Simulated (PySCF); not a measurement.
Molecule: C₇H₁₀F₂O, SMILES FC(F)OC1CC2(CC2)C1.

Simulated rotational absorption lines between 18 and 26 GHz at 1.5 K: rigid rotor with the equilibrium constants and dipole of one optimised conformer (PBE0-D3(BJ)/def2-SVP, PySCF 2.14.0), commonest isotopes; no centrifugal distortion, hyperfine structure, internal rotation or nuclear-spin weights; lines within 1 MHz of each other are summed.

What are the rotational constants, and what kind of rotor is it?

Rotational constants A, B, C = 4.086, 0.6126, 0.5716 GHz; Ray's κ = −0.98, a near-prolate asymmetric top.

Which dipole components drive the lines?

|μa|, |μb|, |μc| = 2.04, 0.12, 1.67 D; c-type lines carry 91 % of the intensity in this range.

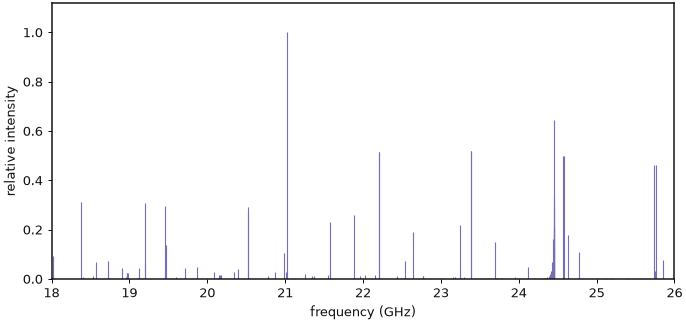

Note: coarse grid, loose stop and no frequency check, small forces are noise and the end may be a saddle.
